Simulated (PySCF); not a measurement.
**AlH2OF3 (SMILES [OH2]->[Al]([F])([F])[F]) at HF/STO-3G**

What is the vertical ionisation energy of AlH2OF3 at HF/STO-3G? 

The calculation is run with PySCF 2.14.0.

## 1. The molecule

AlH2OF3: 7 atoms, total charge 0, spin state singlet. SMILES: `[OH2]->[Al]([F])([F])[F]`. Geometry: a GFN2-xTB relaxation, a rough one for these elements and not checked as a minimum.

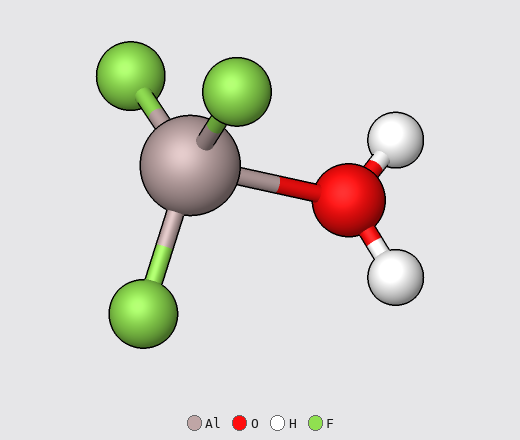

Viewed from a chosen angle; aluminium light grey, oxygen red, hydrogen white, fluorine green.

## 2. The energy at HF/STO-3G

job.py

```python
from pyscf import gto

mol = gto.Mole()
mol.atom = '''
Al     0.075513    -0.125043    -1.618040
O     -0.048207     0.093617     1.946947
H     -1.376628    -0.637235     2.949881
H      1.101465     1.080980     2.950713
F      3.170034    -0.078197    -1.933511
F     -1.446548     2.474200    -2.404676
F     -1.475630    -2.808322    -1.891313
'''
mol.unit = 'bohr'
mol.verbose = 3
mol.basis = 'sto-3g'
mol.max_memory = 1860
mol.build()

mf = mol.RHF()
mf.conv_tol = 1e-10
mf.kernel()
if not mf.converged:
    mf = mf.newton().run(mf.mo_coeff, mf.mo_occ)

energy = mf.e_tot
print('E(%s) = %.9f' % ('HF', energy))
```

The run is started by

```sh
$ OMP_NUM_THREADS=1 python job.py
```

Output:

```text
converged SCF energy = -608.272443077719
E(HF) = -608.272443078
```

Wall time 1.1 s (1 thread of Arm Neoverse N1, shared host); peak memory 0.12 GiB.

## 3. The doublet cation at the same level

calc.py

```python
from pyscf import gto

mol = gto.M(
    atom='''
Al       0.039960      -0.066170      -0.856230
O       -0.025510       0.049540       1.030280
H       -0.728480      -0.337210       1.561010
H        0.582870       0.572030       1.561450
F        1.677510      -0.041380      -1.023170
F       -0.765480       1.309290      -1.272500
F       -0.780870      -1.486100      -1.000840
''',
    verbose=3,
    basis='sto-3g',
    charge=1,
    max_memory=1860,
    spin=1,
)

mf = mol.UHF()
mf.conv_tol = 1e-10
mf.kernel()
if not mf.converged:
    mf = mf.newton().run(mf.mo_coeff, mf.mo_occ)

energy = mf.e_tot
print('Final energy', energy)
```

The run is started by

```sh
$ OMP_NUM_THREADS=1 python calc.py
```

Output:

```text
converged SCF energy = -608.032501529431  <S^2> = 0.75091265  2S+1 = 2.0009124
Final energy -608.0325015294311
```

Run time: 1.2 s. Hardware: 1 thread of Arm Neoverse N1, shared host; peak memory 0.12 GiB.

## 4. Results

At HF/STO-3G:

```
                                          quantity          value
                     singlet AlH2OF3: total energy  -608.27244 Eh
                    singlet AlH2OF3: dipole moment         5.44 D
                      singlet AlH2OF3: HOMO energy       -8.60 eV
                      singlet AlH2OF3: LUMO energy       11.61 eV
                    singlet AlH2OF3: HOMO–LUMO gap       20.21 eV
                      doublet cation: total energy  -608.03250 Eh
doublet cation: HOMO energy (highest over α and β)      -15.51 eV
 doublet cation: LUMO energy (lowest over α and β)       -4.35 eV
                              doublet cation: ⟨S²⟩          0.751
vertical ionisation energy (to the doublet cation)       6.529 eV
```

In words: The vertical ionisation energy comes to 6.53 eV (151 kcal/mol). The negative HOMO energy of the first species, 8.60 eV, lies 2.07 eV above that difference. In a minimal basis such a difference can be off by several eV, whatever the method. Mulliken charges (doublet cation) run from -0.41 on O2 to +1.25 on Al1.
